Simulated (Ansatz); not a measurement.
**CH3ClZn···H2: density, localisation and related maps**

Input file:

```
crystal:
  periodic: [false, false, false]
  atoms:
    - { symbol: Zn, position_ang: [-0.693765, -0.096026, -1.034072] }
    - { symbol: H, position_ang: [0.147453, -1.970279, 0.914637] }
    - { symbol: Cl, position_ang: [-1.838145, -1.272699, -2.37233] }
    - { symbol: H, position_ang: [0.296815, -1.282374, 0.897002] }
    - { symbol: C, position_ang: [0.364101, 0.996165, 0.210514] }
    - { symbol: H, position_ang: [-0.096441, 0.982697, 1.2108] }
    - { symbol: H, position_ang: [0.43285, 2.044768, -0.118686] }
    - { symbol: H, position_ang: [1.387132, 0.597748, 0.292136] }
magnetization:
  spin_polarized: true
basis:
  gaussian: { orbitals: def2-SVP }
hamiltonian:
  xc: pbe0
relax:
  f_tol: 0.03
  max_steps: 50
output:
  orbitals: {}
```

Command:

```sh
ansatz run input.yaml --threads 2 --pin off --max-ram 3072MiB --backend cpu --events-out ev --progress --plain --runs-dir out
```

The fields are those of the relaxed geometry.

Theory: Ansatz, UKS PBE0/def2-SVP.

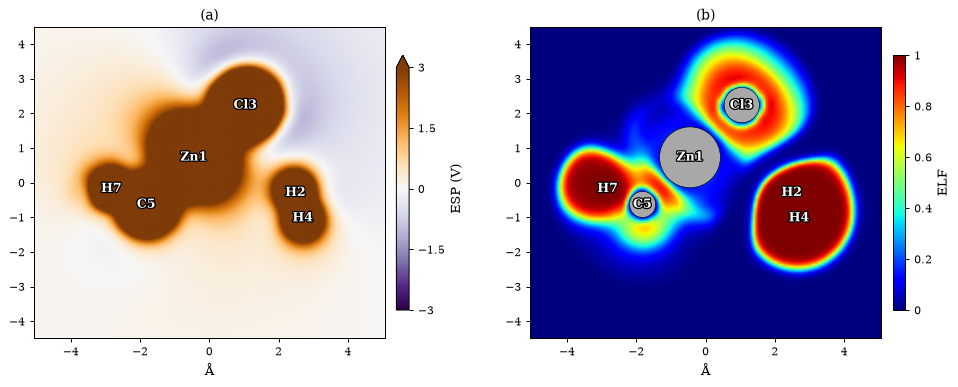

Figure 1. (a) electrostatic potential; (b) electron localisation function on the plane of atoms Zn1, C5 and H7. Grey discs cover the atomic cores in the ELF map.

> Read the bonding off the picture.

- Atoms in the plane: Zn, H, Cl and C.
- Zn1···H2 (3.11 Å): the ELF dips to about 0 between them; a non-bonded, intermolecular contact.
- C–Zn (1.93 Å): the ELF peaks at about 0.90 in the valence shell of C, 0.7 Å from its nucleus, and is about 0.40 at the midpoint.
- Zn–Cl (2.12 Å): the ELF peaks at about 0.80 in the valence shell of Cl, 0.8 Å from its nucleus, and is about 0.45 at the midpoint.
- H–H (0.76 Å): the ELF is about 1 at the midpoint.
- C–H (1.10 Å): the ELF climbs to about 1 towards the hydrogen, as it does in any bond to H; a covalent bond by its length.
- The ELF also peaks beside Cl3, away from the bonds: lone-pair regions.
- Outside the dense part of the complex the potential is most negative (−1.0 V) near Cl3.

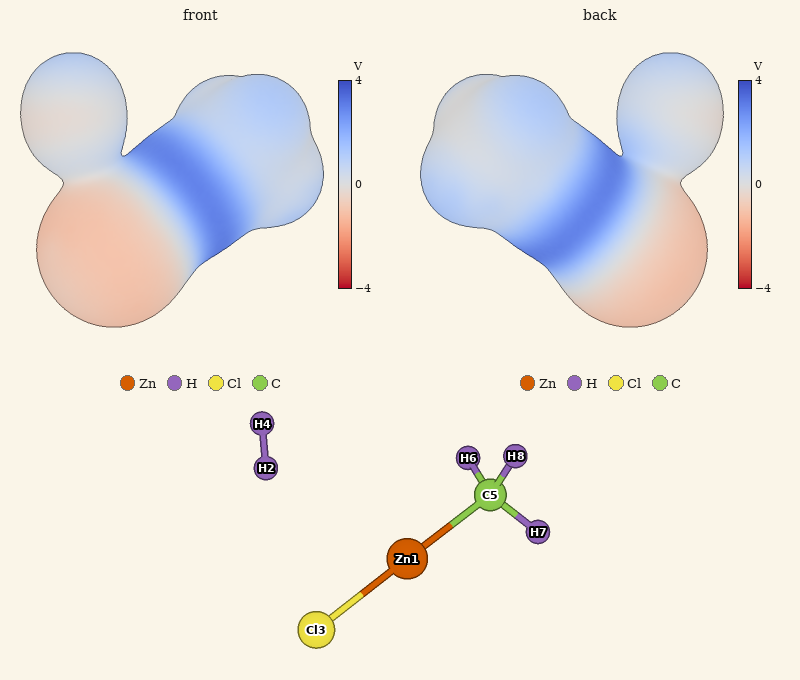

Figure 2. The molecular electrostatic potential painted on the density surface at 0.004 e/bohr³, seen from the front and from behind; red is negative and blue positive. The bare structure is drawn below in the same view.

> Describe the electrostatic potential map.

The most negative region (about −1.0 V) lies over Cl3, the most positive (about +2.9 V) over Zn1.

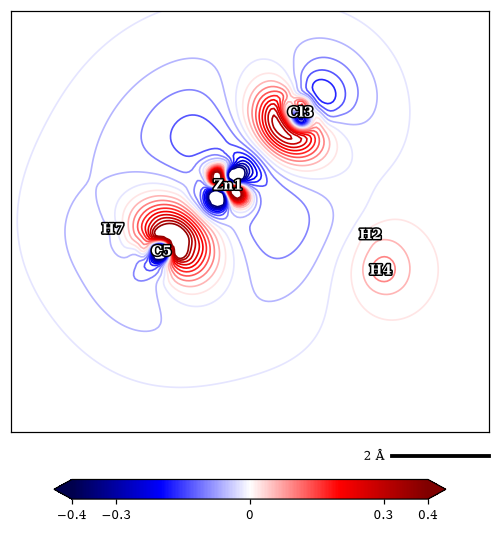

Figure 3. The LUMO on the plane of atoms Zn1, C5 and H7 (values in Å⁻³ᐟ²; the overall sign is arbitrary).

> Where does this orbital lie, and at what energy?

Its weight (Hirshfeld) is mainly on Zn1 (about 55 %), C5 (about 15 %) and Cl3 (about 15 %). Its energy is −0.30 eV.
